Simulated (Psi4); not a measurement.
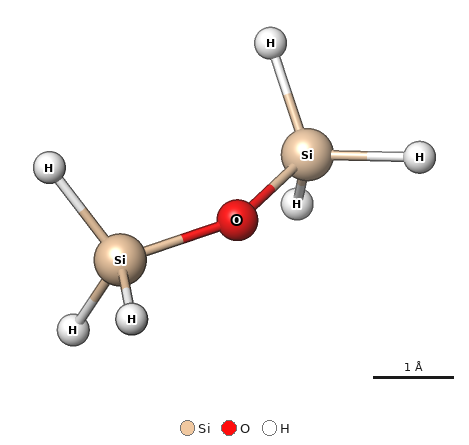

Fig. 1: The structure (ball-and-stick view, seen at a tilt). Bond lengths as drawn: H–Si 1.48 to 1.49 Å and O–Si 1.63 Å.

## Property calculation of Si2H6O

Si2H6O, SMILES [SiH3]O[SiH3], computed with PBE/aug-cc-pVDZ, RKS (Psi4 1.11).

The geometry comes from this level: PBE0-D4/def2-TZVP.

Input (calc.inp):
```
memory 1600 mb

molecule molecule1 {
  0 1
  Si    -0.710290     1.052660    -0.919520
  O      0.425550     0.090990    -0.245380
  Si     0.775570    -1.038810     0.881750
  H     -1.787270     0.226580    -1.525660
  H     -0.060640     1.872420    -1.970220
  H     -1.306170     1.942760     0.111330
  H      2.224270    -1.343130     0.800010
  H     -0.009310    -2.275600     0.628780
  H      0.448290    -0.527870     2.238910
  symmetry c1
}

set {
  basis aug-cc-pVDZ
  reference rks
  puream true
  scf_type pk
  dft_radial_points 99
  dft_spherical_points 590
}

energy_value, wavefunction = energy("pbe", return_wfn=True)
oeprop(wavefunction, "DIPOLE", "QUADRUPOLE", "MULLIKEN_CHARGES", "LOWDIN_CHARGES")
```

Run on 1 thread of Intel Xeon (Sapphire Rapids), 16 GiB of memory available, shared host.

Launch command:
```bash
psi4 -i calc.inp -o calc.out -n 1
```

What the program printed:
```
Psi4 1.11 release

   => Loading Basis Set <=

    Name: AUG-CC-PVDZ
    Role: ORBITAL
    Keyword: BASIS

         ---------------------------------------------------------
                                   SCF
                              RKS Reference
                        1 Threads,   1525 MiB Core
         ---------------------------------------------------------

  ==> Geometry <==

    Molecular point group: c1
    Full point group: C1

    Geometry (in Angstrom), charge = 0, multiplicity = 1:

       Center              X                  Y                   Z               Mass
    ------------   -----------------  -----------------  -----------------  -----------------
         SI          -0.814632893955     1.030387016501    -0.859309579041    27.976926534650
         O            0.321207106045     0.068717016501    -0.185169579041    15.994914619570
         SI           0.671227106045    -1.061082983499     0.941960420959    27.976926534650
         H           -1.891612893955     0.204307016501    -1.465449579041     1.007825032230
         H           -0.164982893955     1.850147016501    -1.910009579041     1.007825032230
         H           -1.410512893955     1.920487016501     0.171540420959     1.007825032230
         H            2.119927106045    -1.365402983499     0.860220420959     1.007825032230
         H           -0.113652893955    -2.297872983499     0.688990420959     1.007825032230
         H            0.343947106045    -0.550142983499     2.299120420959     1.007825032230

  Running in c1 symmetry.

  Rotational constants: A =      1.17031  B =      0.09971  C =      0.09820 [cm^-1]
  Rotational constants: A =  35084.94302  B =   2989.26809  C =   2943.99546 [MHz]
  Nuclear repulsion =  159.419028914662164

  Charge       = 0
  Multiplicity = 1
  Electrons    = 42
  Nalpha       = 21
  Nbeta        = 21

  ==> Algorithm <==

  SCF Algorithm Type is PK.
  DIIS enabled.
  MOM disabled.
  Fractional occupation disabled.
  Guess Type is SAD.
  Energy threshold   = 1.00e-06
  Density threshold  = 1.00e-06
  Integral threshold = 1.00e-12

  ==> Primary Basis <==

  Basis Set: AUG-CC-PVDZ
    Blend: AUG-CC-PVDZ
    Number of shells: 61
    Number of basis functions: 131
    Number of Cartesian functions: 137
    Spherical Harmonics?: true
    Max angular momentum: 2

  ==> DFT Potential <==

   => LibXC <=

    Version 7.1.2

   => Composite Functional: PBE <=

    PBE GGA Exchange-Correlation Functional

    Deriv               =              1
    GGA                 =           TRUE
    Meta                =          FALSE

    Exchange Hybrid     =          FALSE
    MP2 Hybrid          =          FALSE

   => Exchange Functionals <=

    1.0000     XC_GGA_X_PBE

   => Correlation Functionals <=

    1.0000     XC_GGA_C_PBE

   => LibXC Density Thresholds  <==

    XC_GGA_C_PBE:  1.00E-12
    XC_GGA_X_PBE:  1.00E-15

   => Molecular Quadrature <=

    Radial Scheme          =       TREUTLER
    Pruning Scheme         =           NONE
    Nuclear Scheme         =       TREUTLER

    Blocking Scheme        =         OCTREE
    BS radius alpha        =              1
    Pruning alpha          =              1
    Radial Points          =             99
    Spherical Points       =            590
    Total Points           =         504164
    Total Blocks           =           3601
    Max Points             =            256
    Max Functions          =            131
    Weights Tolerance      =       1.00E-15

  ==> Integral Setup <==

  Using in-core PK algorithm.
   Calculation information:
      Number of atoms:                   9
      Number of AO shells:              61
      Number of primitives:            173
      Number of atomic orbitals:       137
      Number of basis functions:       131

      Integral cutoff                 1.00e-12
      Number of threads:                 1

  Performing in-core PK
  Using 74761962 doubles for integral storage.
  We computed 1771142 shell quartets total.
  Whereas there are 1788886 unique shell quartets.

  ==> DiskJK: Disk-Based J/K Matrices <==

    J tasked:                  Yes
    K tasked:                   No
    wK tasked:                  No
    Memory [MiB]:             1029
    Schwarz Cutoff:          1E-12

  Cached 6.3% of DFT collocation blocks in 0.109 [GiB].

  Minimum eigenvalue in the overlap matrix is 1.7722065142E-04.
  Reciprocal condition number of the overlap matrix is 1.8217140443E-05.
    Using symmetric orthogonalization.

  ==> Pre-Iterations <==

  SCF Guess: Superposition of Atomic Densities via on-the-fly atomic UHF (no occupation information).

   -------------------------
    Irrep   Nso     Nmo
   -------------------------
     A        131     131
   -------------------------
    Total     131     131
   -------------------------

  ==> Iterations <==

                        Total Energy        Delta E     RMS |[F,P]|

   @RKS iter SAD:  -656.99728464418160   -6.56997e+02   0.00000e+00
   @RKS iter   1:  -657.16298560840164   -1.65701e-01   6.27310e-03 ADIIS/DIIS
   @RKS iter   2:  -655.37086395149254    1.79212e+00   1.57419e-02 ADIIS/DIIS
   @RKS iter   3:  -657.45361575445702   -2.08275e+00   8.77011e-04 ADIIS/DIIS
   @RKS iter   4:  -657.46169198912094   -8.07623e-03   4.43203e-04 ADIIS/DIIS
   @RKS iter   5:  -657.46371803153215   -2.02604e-03   8.35074e-05 DIIS
   @RKS iter   6:  -657.46379927149542   -8.12400e-05   1.88283e-05 DIIS
   @RKS iter   7:  -657.46380189104764   -2.61955e-06   4.54600e-06 DIIS
   @RKS iter   8:  -657.46380207683330   -1.85786e-07   1.02342e-06 DIIS
   @RKS iter   9:  -657.46380208655046   -9.71716e-09   2.20806e-07 DIIS
  Energy and wave function converged.

  ==> Post-Iterations <==

   Electrons on quadrature grid:
      Ntotal   =   42.0000004763 ; deviation = 4.763e-07

    Orbital Energies [Eh]
    ---------------------

    Doubly Occupied:

       1A    -65.460477     2A    -65.460477     3A    -18.776745
       4A     -5.088268     5A     -5.088259     6A     -3.502039
       7A     -3.502024     8A     -3.498366     9A     -3.498365
      10A     -3.498349    11A     -3.498346    12A     -0.921229
      13A     -0.547554    14A     -0.460535    15A     -0.390781
      16A     -0.368213    17A     -0.366552    18A     -0.310983
      19A     -0.310443    20A     -0.271150    21A     -0.265887

    Virtual:

      22A     -0.044916    23A     -0.017226    24A     -0.002454
      25A      0.002874    26A      0.011345    27A      0.013327
      28A      0.021675    29A      0.024074    30A      0.024829
      31A      0.035956    32A      0.038975    33A      0.042089
      34A      0.069864    35A      0.081640    36A      0.082903
      37A      0.089946    38A      0.090433    39A      0.101142
      40A      0.103064    41A      0.105276    42A      0.111695
      43A      0.124309    44A      0.129951    45A      0.151987
      46A      0.169342    47A      0.173404    48A      0.190018
      49A      0.192401    50A      0.240320    51A      0.244307
      52A      0.248502    53A      0.257383    54A      0.261309
      55A      0.272568    56A      0.287723    57A      0.288666
      58A      0.304294    59A      0.327194    60A      0.335922
      61A      0.344263    62A      0.344770    63A      0.349050
      64A      0.370076    65A      0.378803    66A      0.387961
      67A      0.406055    68A      0.407020    69A      0.409500
      70A      0.431831    71A      0.436890    72A      0.448627
      73A      0.465814    74A      0.485272    75A      0.495810
      76A      0.527841    77A      0.550372    78A      0.557869
      79A      0.572026    80A      0.577836    81A      0.585362
      82A      0.591538    83A      0.592779    84A      0.683946
      85A      0.696044    86A      0.741329    87A      0.760840
      88A      0.776369    89A      0.787197    90A      0.795785
      91A      0.838207    92A      0.860514    93A      0.876500
      94A      0.893538    95A      0.905517    96A      0.956857
      97A      1.072984    98A      1.089364    99A      1.096119
     100A      1.143719   101A      1.146846   102A      1.163991
     103A      1.242165   104A      1.271160   105A      1.303649
     106A      1.395343   107A      1.470105   108A      1.496803
     109A      1.585458   110A      1.647849   111A      1.663402
     112A      1.676643   113A      1.704430   114A      1.720851
     115A      1.813973   116A      1.815502   117A      1.834437
     118A      1.838066   119A      1.864433   120A      1.881901
     121A      1.981244   122A      2.015381   123A      2.034752
     124A      2.042933   125A      2.139057   126A      2.601371
     127A      3.183052   128A      3.214375   129A      3.316359
     130A      3.417356   131A      3.447960

    Final Occupation by Irrep:
              A
    DOCC [    21 ]
    NA   [    21 ]
    NB   [    21 ]

  @RKS Final Energy:  -657.46380208655046

   => Energetics <=

    Nuclear Repulsion Energy =            159.4190289146621637
    One-Electron Energy =               -1226.4841684761502165
    Two-Electron Energy =                 461.8934162570562876
    DFT Exchange-Correlation Energy =     -52.2920787821188000
    Empirical Dispersion Energy =           0.0000000000000000
    VV10 Nonlocal Energy =                  0.0000000000000000
    Total Energy =                       -657.4638020865504586

Computation Completed

Properties will be evaluated at   0.000000,   0.000000,   0.000000 [a0]

Properties computed using the SCF density matrix

 Multipole Moments:

 ------------------------------------------------------------------------------------
     Multipole            Electronic (a.u.)      Nuclear  (a.u.)        Total (a.u.)
 ------------------------------------------------------------------------------------

 L = 1.  Multiply by 2.5417464519 to convert [e a0] to [Debye]
 Dipole X            :          0.9645140           -1.0486308           -0.0841168
 Dipole Y            :          0.2061941           -0.2239048           -0.0177107
 Dipole Z            :         -0.5562381            0.6050292            0.0487911
 Magnitude           :                                                    0.0988427

 ------------------------------------------------------------------------------------

	total time  =         36 seconds =       0.60 minutes

Properties will be evaluated at   0.000000,   0.000000,   0.000000 [a0]
OEProp: No title given, name of density matrix used for the following properties is 'SCF density'

 Multipole Moments:

 ------------------------------------------------------------------------------------
     Multipole            Electronic (a.u.)      Nuclear  (a.u.)        Total (a.u.)
 ------------------------------------------------------------------------------------

 L = 1.  Multiply by 2.5417464519 to convert [e a0] to [Debye]
 Dipole X            :          0.9645140           -1.0486308           -0.0841168
 Dipole Y            :          0.2061941           -0.2239048           -0.0177107
 Dipole Z            :         -0.5562381            0.6050292            0.0487911
 Magnitude           :                                                    0.0988427

 L = 2.  Multiply by 1.3450342976 to convert [e a0^2] to [Debye ang]
 Quadrupole XX       :       -122.0084826           95.1477406          -26.8607420
 Quadrupole XY       :         98.7543761          -99.1657111           -0.4113350
 Quadrupole XZ       :        -83.7360680           84.1255442            0.3894762
 Quadrupole YY       :       -188.1526055          161.6419563          -26.5106493
 Quadrupole YZ       :        121.0023400         -121.4770297           -0.4746897
 Quadrupole ZZ       :       -152.9546192          126.2724326          -26.6821865
 Traceless XX        :         32.3634198          -32.5396359           -0.1762161
 Traceless YY        :        -33.7807031           33.9545798            0.1738767
 Traceless ZZ        :          1.4172833           -1.4149439            0.0023394

 ------------------------------------------------------------------------------------
  Mulliken Charges: (a.u.)
   Center  Symbol    Alpha    Beta     Spin     Total
       1    SI     7.32604  7.32604  0.00000 -0.65209
       2     O     4.42244  4.42244  0.00000 -0.84488
       3    SI     7.32604  7.32604  0.00000 -0.65208
       4     H     0.32745  0.32745  0.00000  0.34510
       5     H     0.30668  0.30668  0.00000  0.38664
       6     H     0.32860  0.32860  0.00000  0.34280
       7     H     0.30668  0.30668  0.00000  0.38664
       8     H     0.32743  0.32743  0.00000  0.34514
       9     H     0.32863  0.32863  0.00000  0.34273

   Total alpha = 21.00000, Total beta = 21.00000, Total charge = -0.00000

  Lowdin Charges: (a.u.)
   Center  Symbol    Alpha    Beta     Spin     Total
       1    SI     6.69500  6.69500  0.00000  0.61001
       2     O     4.26447  4.26447  0.00000 -0.52895
       3    SI     6.69500  6.69500  0.00000  0.61000
       4     H     0.55749  0.55749  0.00000 -0.11497
       5     H     0.55787  0.55787  0.00000 -0.11573
       6     H     0.55741  0.55741  0.00000 -0.11483
       7     H     0.55787  0.55787  0.00000 -0.11573
       8     H     0.55749  0.55749  0.00000 -0.11498
       9     H     0.55741  0.55741  0.00000 -0.11482

  Total alpha = 21.00000, Total beta = 21.00000, Total charge = -0.00000

    Psi4 run time: 0:00:36.90
```

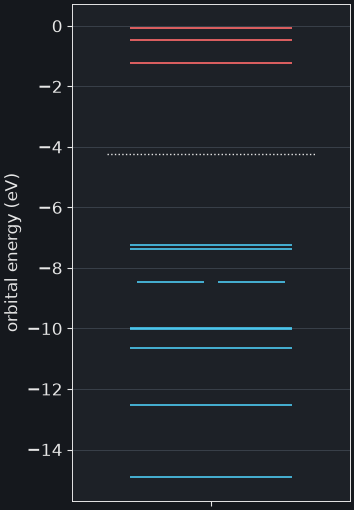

Fig. 2: Orbital energies near the frontier; the dotted line parts filled from empty levels, and levels within 0.02 eV of each other stand side by side. Highest filled −7.24 eV, lowest empty −1.22 eV, 6.02 eV apart.

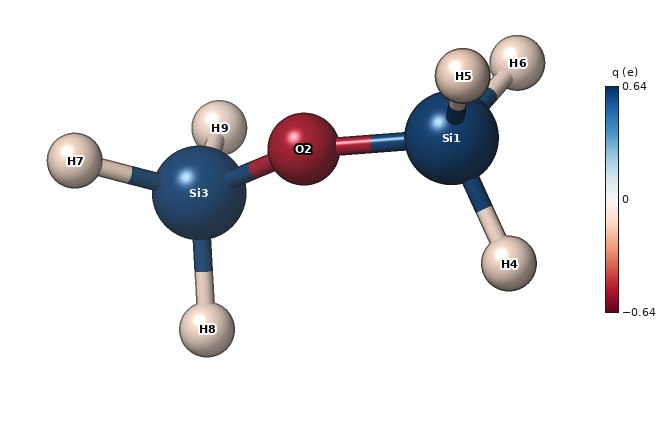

Fig. 3: Löwdin charges, as the colour of each atom (ball-and-stick view, seen at a tilt; atoms are numbered from 1 in the order of the input). By element: Si +0.61, O −0.53 and H −0.12 to −0.11 e.

Summary:

```csv
quantity,value
outcome,converged
total energy,−657.463802 hartree
basis functions,131
HOMO,−7.24 eV
LUMO,−1.22 eV
dipole moment,0.25 D
wall time,38 s
peak memory,1 GiB
```
